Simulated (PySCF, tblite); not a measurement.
# C₄H₈O₂Si: geometry, infrared bands and NMR shifts

What infrared bands and NMR shifts should C₄H₈O₂Si (`O=C[C@@H]1C[C@@H]1O[SiH3]`) show?

Programs: tblite 0.8.0 and PySCF 2.14.0, with density-fitted response routines of our own. Each step states its level of theory. These are calculated values for one molecule in the gas phase, unless marked as measured. Atoms are numbered from 0 throughout.

## Step 1: The starting structure

15 atoms, charge 0, multiplicity 1; geometry from: force field or distance geometry start.

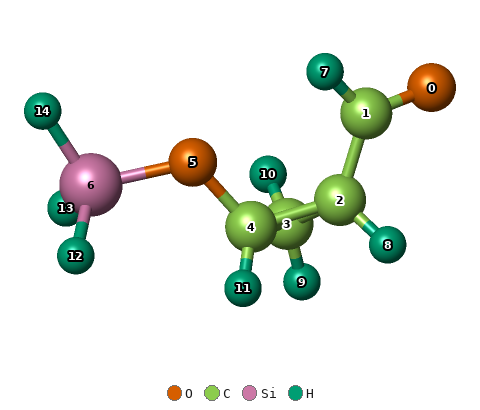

As it starts; oxygen orange, carbon green, silicon pink, hydrogen teal, atoms numbered; sticks join atoms by distance.

## Step 2: Geometry optimisation with GFN2-xTB

The job: settings as JSON, then the geometry in Å.

```
{"job": {"kind": "relax", "xc": "GFN2-xTB", "basis": "xTB"}, "charge": 0, "multiplicity": 1}
O     -1.527500    -0.697600     2.981500
C     -1.087700    -0.047500     2.033800
C     -1.300700    -0.499400     0.655100
C     -0.322300    -1.418600    -0.009800
C     -0.447000    -0.009100    -0.478700
O      0.624600     0.882300    -0.130200
Si     1.765200     1.257700    -1.296000
H     -0.503200     0.882000     2.197900
H     -2.352200    -0.673300     0.426300
H     -0.717700    -2.217600    -0.626300
H      0.561100    -1.709600     0.555800
H     -0.976600     0.162000    -1.421900
H      1.070300     1.830200    -2.464700
H      2.482800     0.017800    -1.699400
H      2.726500     2.248400    -0.745300
```

Launch:

```
$ OMP_NUM_THREADS=1 python probes_run.py task.json out
```

This one command runs all jobs of the session in turn.

Output:

```text
step      E/eV     max force
  0    -612.20200    2.466
  1    -612.26627    2.972
  2    -612.34039    0.591
  3    -612.36683    0.444
  4    -612.38450    0.375
  5    -612.39329    0.349
  6    -612.40862    0.345
  7    -612.42067    0.371
  8    -612.43141    0.304
  9    -612.43898    0.266
 10    -612.44657    0.304
 11    -612.45401    0.332
 12    -612.46240    0.321
 13    -612.47063    0.221
 14    -612.47683    0.198
 15    -612.48124    0.188
 16    -612.48635    0.194
 17    -612.49342    0.282
 18    -612.50270    0.363
 19    -612.51370    0.411
 20    -612.52607    0.403
 21    -612.53846    0.373
 22    -612.55337    0.363
 23    -612.56954    0.589
 24    -612.57232    0.877
 25    -612.58996    0.542
 26    -612.59833    0.156
 27    -612.60360    0.145
 28    -612.61161    0.272
 29    -612.61444    0.160
 30    -612.61718    0.102
 31    -612.61860    0.101
 32    -612.62033    0.129
 33    -612.62246    0.166
 34    -612.62485    0.217
 35    -612.62719    0.138
 36    -612.62898    0.201
 37    -612.63057    0.110
 38    -612.63154    0.078
 39    -612.63225    0.066
 40    -612.63270    0.057
 41    -612.63335    0.071
 42    -612.63399    0.065
 43    -612.63457    0.056
 44    -612.63498    0.056
 45    -612.63532    0.055
 46    -612.63561    0.054
 47    -612.63586    0.036
 48    -612.63607    0.034
 49    -612.63625    0.037
 50    -612.63641    0.036
 51    -612.63655    0.032
 52    -612.63669    0.034
 53    -612.63683    0.025
 54    -612.63697    0.031
 55    -612.63707    0.024
 56    -612.63713    0.022
 57    -612.63719    0.017
 58    -612.63723    0.020
 59    -612.63728    0.022
 60    -612.63732    0.017
 61    -612.63738    0.021
 62    -612.63745    0.026
 63    -612.63756    0.037
 64    -612.63770    0.046
 65    -612.63786    0.039
 66    -612.63801    0.031
 67    -612.63815    0.034
 68    -612.63829    0.031
 69    -612.63849    0.043
 70    -612.63872    0.045
 71    -612.63892    0.039
 72    -612.63905    0.025
 73    -612.63913    0.025
 74    -612.63921    0.025
 75    -612.63929    0.020
 76    -612.63935    0.017
 77    -612.63939    0.019
 78    -612.63941    0.012
 79    -612.63944    0.015
 80    -612.63945    0.014
 81    -612.63947    0.016
 82    -612.63948    0.014
 83    -612.63950    0.010
 84    -612.63951    0.007
```

It took 0.83 s on 1 thread of Arm Neoverse N1, shared host.

Relaxation path: (not every step is listed)

```
step  energy from step 0 (eV)  largest force (eV/Å)
   0                   0.0000                2.4660
   1                  -0.0643                2.9721
   2                  -0.1384                0.5910
   3                  -0.1648                0.4442
   4                  -0.1825                0.3753
   5                  -0.1913                0.3485
   6                  -0.2066                0.3452
   7                  -0.2187                0.3706
   8                  -0.2294                0.3045
  15                  -0.2792                0.1876
  22                  -0.3514                0.3628
  29                  -0.4124                0.1597
  36                  -0.4270                0.2009
  43                  -0.4326                0.0561
  50                  -0.4344                0.0358
  57                  -0.4352                0.0173
  64                  -0.4357                0.0463
  71                  -0.4369                0.0387
  78                  -0.4374                0.0118
  79                  -0.4374                0.0149
  80                  -0.4375                0.0143
  81                  -0.4375                0.0157
  82                  -0.4375                0.0139
  83                  -0.4375                0.0101
  84                  -0.4375                0.0073
```

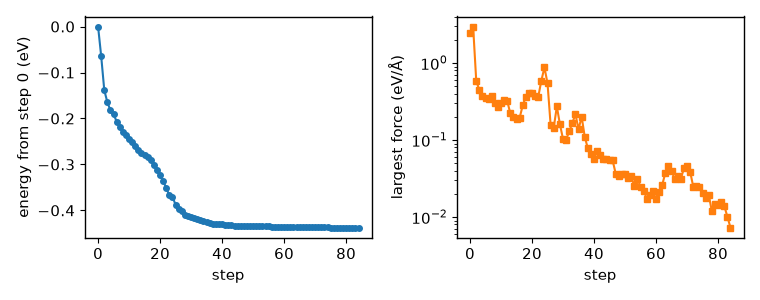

Energy and largest force along the relaxation.

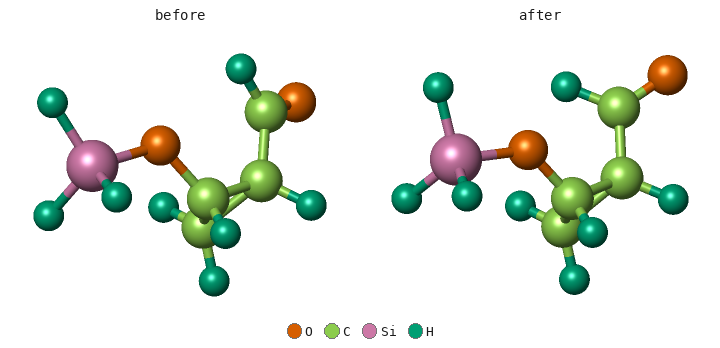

Before and after, at one scale.

Close pairs (by a distance rule), those that changed most:

```
   bond  before (Å)  after (Å)  change (Å)
  C4–O5       1.437      1.369      -0.068
 O5–Si6       1.674      1.628      -0.046
Si6–H14       1.486      1.451      -0.035
  O0–C1       1.231      1.202      -0.029
Si6–H13       1.488      1.465      -0.023
  C2–C3       1.498      1.518      +0.020
  C2–C4       1.502      1.519      +0.018
Si6–H12       1.475      1.464      -0.011
```

The next job starts from the end point, and lists it.

## Step 3: Harmonic vibrations with GFN2-xTB

The job: settings as JSON, then the geometry in Å.

```
{"job": {"kind": "ir", "xc": "GFN2-xTB", "basis": "xTB"}, "charge": 0, "multiplicity": 1}
O     -1.719692     0.121086     2.909062
C     -0.940633    -0.077978     2.015904
C     -1.305959    -0.560470     0.676588
C     -0.324470    -1.443096    -0.073466
C     -0.534665    -0.043433    -0.526155
O      0.441981     0.894527    -0.324575
Si     1.709342     1.301472    -1.261431
H      0.143761     0.098699     2.144970
H     -2.364373    -0.745802     0.541842
H     -0.724231    -2.256993    -0.656889
H      0.607767    -1.660148     0.426004
H     -1.113355     0.120774    -1.431321
H      1.248452     1.793398    -2.561513
H      2.579026     0.144879    -1.492018
H      2.292636     2.321075    -0.408915
```

Output:

```text
mode    cm-1     km/mol
  1      17.0      0.10
  2      80.8      4.29
  3     119.1      0.05
  4     129.0      3.80
  5     210.5      3.51
  6     287.6      4.39
  7     411.6      9.63
  8     429.4      3.91
  9     532.9      2.90
 10     603.5     69.33
 11     624.9     59.58
 12     741.0    215.40
 13     761.8     41.95
 14     797.5    266.76
 15     834.8    318.01
 16     862.0     14.56
 17     876.2      2.18
 18     891.8     36.46
 19     956.0     21.16
 20     993.5    178.68
 21    1040.1     25.23
 22    1058.9     20.38
 23    1081.6      3.42
 24    1152.3     45.87
 25    1161.6     88.15
 26    1247.7     82.35
 27    1303.9      9.38
 28    1350.4     98.84
 29    1395.4     27.50
 30    1445.8     49.69
 31    1770.6    426.90
 32    2227.7    375.66
 33    2260.1    189.11
 34    2368.2    229.25
 35    2784.7     94.48
 36    2983.7     38.17
 37    3059.7     14.98
 38    3091.9      9.39
 39    3112.2     17.23
```

Run time: 0.7 s. Hardware: 1 thread of Arm Neoverse N1, shared host.

The strongest bands and the atoms that carry them (share of the mass-weighted mode):

```
cm⁻¹  km/mol                         atoms
 741   215.4  H14 60 %, H13 17 %, H12 17 %
 798   266.8  H13 31 %, H12 30 %, H14 29 %
 835   318.0            H13 42 %, H12 41 %
 994   178.7     C4 33 %, C2 19 %, C3 14 %
1771   426.9              C1 60 %, O0 39 %
2228   375.7            H13 61 %, H12 35 %
2260   189.1            H12 62 %, H13 36 %
2368   229.2                      H14 97 %
```

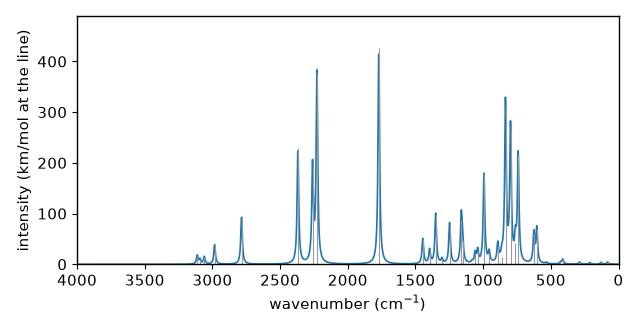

The infrared spectrum from these modes, unscaled. Lines are broadened to a width of 14 cm⁻¹ (Lorentzian).

## Step 4: Shielding tensors: PBE0/pcSseg-1

Same as in step 3 but for these lines:

```diff
@@ -1,2 +1,2 @@
-{"job": {"kind": "ir", "xc": "GFN2-xTB", "basis": "xTB"}, "charge": 0, "multiplicity": 1}
+{"job": {"kind": "nmr", "xc": "PBE0", "basis": "pcSseg-1"}, "charge": 0, "multiplicity": 1}
 O     -1.719692     0.121086     2.909062
```

Level: GIAO PBE0/pcSseg-1 NMR shielding, non-relativistic, gas phase.

Output:

```text
coarse grid: 13104 points
cycle   1  E = -596.4043389126  dE =  1.166e+00  |g| = 9.477e-01  |ddm| = 3.478e+00
cycle   2  E = -595.9593144942  dE =  4.450e-01  |g| = 1.791e+00  |ddm| = 2.653e+00
cycle   3  E = -596.5653506893  dE = -6.060e-01  |g| = 2.113e-01  |ddm| = 2.061e+00
cycle   4  E = -596.5730784241  dE = -7.728e-03  |g| = 9.564e-02  |ddm| = 2.354e-01
cycle   5  E = -596.5746223432  dE = -1.544e-03  |g| = 2.330e-02  |ddm| = 8.604e-02
cycle   6  E = -596.5747295700  dE = -1.072e-04  |g| = 6.162e-03  |ddm| = 2.296e-02
cycle   7  E = -596.5747371166  dE = -7.547e-06  |g| = 1.327e-03  |ddm| = 5.385e-03
final grid: 122152 points
cycle   8  E = -596.6366649028  dE = -1.224e-05  |g| = 1.425e-02  |ddm| = 2.742e-02
cycle   9  E = -596.6365645016  dE =  1.004e-04  |g| = 2.719e-02  |ddm| = 3.066e-02
cycle  10  E = -596.6367017336  dE = -1.372e-04  |g| = 2.231e-03  |ddm| = 2.167e-02
cycle  11  E = -596.6367026240  dE = -8.904e-07  |g| = 3.446e-04  |ddm| = 1.728e-03
cycle  12  E = -596.6367026436  dE = -1.964e-08  |g| = 1.280e-04  |ddm| = 4.376e-04
cycle  13  E = -596.6367026470  dE = -3.448e-09  |g| = 3.161e-05  |ddm| = 1.444e-04
cycle  14  E = -596.6367026473  dE = -2.094e-10  |g| = 8.668e-06  |ddm| = 3.793e-05
converged SCF energy = -596.6367026473

GIAO shielding tensors (ppm)
atom      isotropic    diamagn.    paramagn.     s11        s22        s33       span
  0 O     -359.173     393.849    -753.021   -984.012   -456.523    363.017   1347.029
  1 C      -17.072     247.889    -264.961   -115.303    -26.949     91.036    206.340
  2 C      155.260     258.517    -103.257    105.344    144.179    216.258    110.915
  3 C      170.541     253.515     -82.974    141.518    172.317    197.787     56.269
  4 C      128.411     242.837    -114.426     87.437    107.886    189.910    102.473
  5 O      318.657     397.610     -78.953    257.346    339.232    359.392    102.046
  6 Si     384.822     880.057    -495.235    343.447    345.623    465.396    121.949
  7 H       22.309      29.223      -6.914     18.477     21.062     27.388      8.911
  8 H       30.196      32.219      -2.023     24.889     27.666     38.034     13.145
  9 H       30.620      30.959      -0.340     25.341     26.454     40.063     14.722
 10 H       30.318      31.521      -1.202     26.064     28.042     36.850     10.786
 11 H       27.869      30.652      -2.783     21.785     27.359     34.463     12.678
 12 H       26.774      28.984      -2.210     23.539     24.991     31.791      8.252
 13 H       26.747      29.479      -2.732     23.256     25.632     31.352      8.096
 14 H       26.934      29.356      -2.422     23.127     25.185     32.491      9.364
```

Run time: 40 s. Hardware: 1 thread of Arm Neoverse N1, shared host; peak memory 0.75 GiB.

Shifts follow as δ = σ(reference) − σ, with reference shieldings (ppm) from runs at the same level and on the same kind of geometry: ¹H TMS 31.72, ¹³C TMS 186.9, ²⁹Si TMS 349.2, ¹⁷O H2O 336.1. The references are single molecules in the gas phase, so shifts against H2O, NH3, PH3, H3PO4 or CFCl3 are not on the usual liquid scales and can be off by tens of ppm. Atoms listed in one row are averaged.

```
        atoms                               environment  σ (ppm)  δ (ppm)  δ scaled to CDCl3
           C1                  aldehyde carbonyl carbon    -17.1    204.0              197.2
           C4                three-membered-ring carbon    128.4     58.5               55.2
           C2                three-membered-ring carbon    155.3     31.7               29.0
           C3                three-membered-ring carbon    170.5     16.4               14.1
           H7   hydrogen on an aldehyde carbonyl carbon    22.31     9.41               8.98
H12, H13, H14         hydrogen on a silicon bonded to O    26.82     4.90                  –
          H11  hydrogen on a three-membered-ring carbon    27.87     3.85               3.73
           H8  hydrogen on a three-membered-ring carbon    30.20     1.52               1.54
          H10  hydrogen on a three-membered-ring carbon    30.32     1.40               1.42
           H9  hydrogen on a three-membered-ring carbon    30.62     1.10               1.14
           O0                           aldehyde oxygen   -359.2    695.3                  –
           O5                    oxygen bonded to C, Si    318.7     17.4                  –
          Si6                  silicon bonded to O, 3 H    384.8    -35.7                  –
```

The scaled column applies a straight-line fit of computed shieldings to shifts measured in CDCl3 (root-mean-square error 0.16 ppm for H, 1.9 ppm for C).

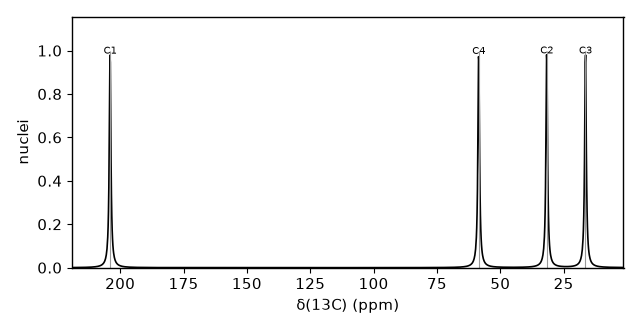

¹³C lines at the computed shifts, without couplings. Lines are broadened to a width of 0.75 ppm (Lorentzian).

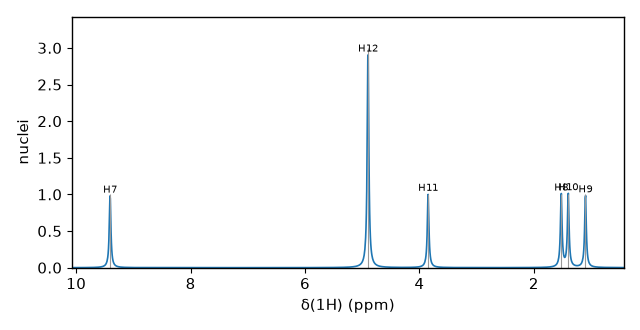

¹H lines at the computed shifts, without couplings. Lines are broadened to a width of 0.03 ppm (Lorentzian).

The run also stored atomic charges by several schemes (e):

```
atoms  Mulliken    IAO  Hirshfeld  ESP fit
   O0     -0.36  -0.40      -0.24    -0.45
   C1      0.34   0.27       0.12     0.41
   C2     -0.33  -0.20      -0.05    -0.12
   C3     -0.16  -0.31      -0.09    -0.38
   C4      0.15   0.08       0.05     0.08
   O5     -0.61  -0.63      -0.21    -0.40
  Si6      0.70   0.88       0.39     0.62
```

Mulliken charges:

O0 -0.36; C1 0.34; C2 -0.33; C3 -0.16; C4 0.15; O5 -0.61; Si6 0.70; H7 0.07; H8 0.14; H9 0.15; H10 0.14; H11 0.13; H12 -0.12; H13 -0.12; H14 -0.10

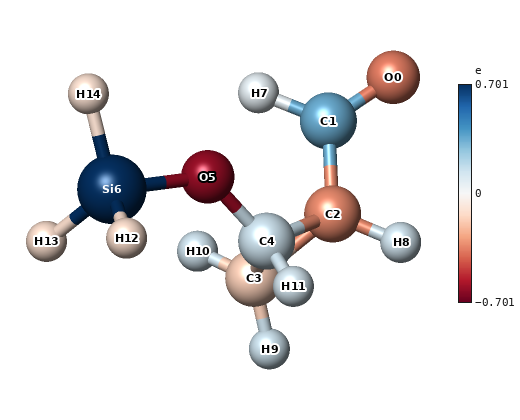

Mulliken charges, as colours on the atoms.

Mayer bond orders: O0–C1 2.01, C1–C2 1.01, C2–C3 0.88, C3–C4 0.96, C4–O5 0.91, O5–Si6 0.93, C4–C2 0.88.

Ring of atoms C2, C3, C4: NICS(0) -37.3, NICS(1) -7.3, NICS(1)zz -20.4 ppm (means of both faces; NICS(1) differs between them: -9.6 and -5.0).

The two faces differ (NICS(1)zz -23.9 and -16.9 ppm).

In rings of three or four atoms NICS is ruled by the nearby σ bonds, so it says little on aromaticity.

## Step 5: Summary of results

| quantity | value |
| --- | --- |
| strongest single infrared mode (GFN2-xTB) | 1771 cm⁻¹, 427 km/mol |
| zero-point energy (GFN2-xTB) | 67.3 kcal/mol |
| ¹³C shifts against TMS (PBE0/pcSseg-1) | 204.0, 58.5, 31.7, 16.4 ppm |
| ¹H shifts against TMS (PBE0/pcSseg-1, means over atoms taken as alike) | 9.41, 4.90, 3.85, 1.52, 1.40, 1.10 ppm |
| ¹⁷O shifts against H2O (PBE0/pcSseg-1) | 695.3, 17.4 ppm |
| ²⁹Si shifts against TMS (PBE0/pcSseg-1) | -35.7 ppm |

Over 84 steps the energy fell by 0.438 eV; of the close pairs, C4–O5 changed most, 1.437 to 1.369 Å. No mode is imaginary among the 39: a minimum at this level. The strongest single mode, at 1771 cm⁻¹, moves mainly C1 and O0. GFN2-xTB is a fitted tight-binding method: band positions and strengths are rough. Its intensities can rank the bands wrongly. C1 (aldehyde carbonyl carbon) lies farthest downfield among carbon, at 204.0 ppm; the double bond to the heteroatom, with no lone-pair donor beside it, deshields it most. The most deshielded hydrogen is H7 (hydrogen on an aldehyde carbonyl carbon), at 9.41 ppm: the C=O anisotropy and electron withdrawal place aldehyde protons far downfield. At PBE0/pcSseg-1: The largest span, 1347 ppm, is at O0, where the paramagnetic term is -753 ppm.
